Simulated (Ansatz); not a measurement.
Input

```
crystal:
  periodic: [false, false, false]
  atoms:
    - { symbol: Zr, position_ang: [0.0, 0.0, 0.0] }
    - { symbol: O, position_ang: [0.0, 0.0, 2.07] }
    - { symbol: H, position_ang: [-0.9095, -0.2814, 2.4071] }
    - { symbol: "N", position_ang: [2.084, 0.0, -0.7359] }
    - { symbol: H, position_ang: [2.5823, -0.918, -0.9166] }
    - { symbol: H, position_ang: [2.5853, 0.918, -0.9082] }
    - { symbol: O, position_ang: [-0.975, 1.6891, -0.6893] }
    - { symbol: H, position_ang: [-1.9328, 1.4584, -0.9117] }
    - { symbol: O, position_ang: [-0.975, -1.6891, -0.6893] }
    - { symbol: H, position_ang: [-1.4296, -2.1548, 0.0831] }
basis:
  gaussian: { orbitals: def2-SVP }
hamiltonian:
  xc: r2scan
  dispersion: d4
relax:
  f_tol: 0.02
  max_steps: 40
output:
  orbitals: {}
```

Run with:

```sh
ansatz run input.yaml --threads 2 --pin off --max-ram 3072MiB --backend cpu --events-out ev --progress --plain --runs-dir out
```

The fields are those of the run's last geometry, not of the input's.

Core potentials replace the inner electrons of Zr.

Method: RKS r2SCAN-D4/def2-SVP in Ansatz.

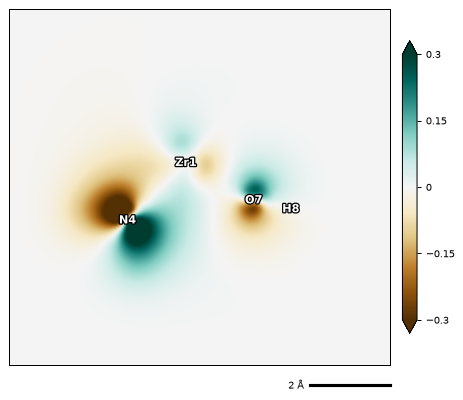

H5NO3Zr. The HOMO on the plane of atoms N4, Zr1 and O7 (values in Å⁻³ᐟ²; the overall sign is arbitrary).

Describe this orbital and give its energy.

Its weight (Hirshfeld) is mainly on N4 (about 70 %) and Zr1 (about 15 %); largely a lone pair of N4. Its energy is −5.53 eV.
